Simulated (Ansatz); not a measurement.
The starting structures come from a database of crystals and need not be the phases stable at ambient conditions.

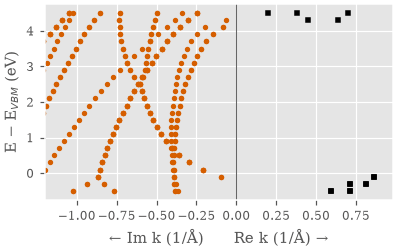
Fig. 1. Complex bands at the centre of the two-dimensional zone; r2SCAN in Ansatz (a program for electronic structure)

The gap is the functional's own, uncorrected, and κ follows it; spin-orbit coupling is left out. Mid-gap values are interpolated between the computed energies.

Q: This is Li$_{3}$AlH$_{6}$ (R-3, not sure to be the ambient phase, 20 atoms a cell, 8.6 Å³ an atom) along the normal of (001). Read off the slowest decay at the centre of the two-dimensional zone at 2.10 eV, the computed energy nearest the middle of the gap.

A: κ ≈ 0.34 1/Å, a decay length 1/(2κ) of the density of 1.5 Å.
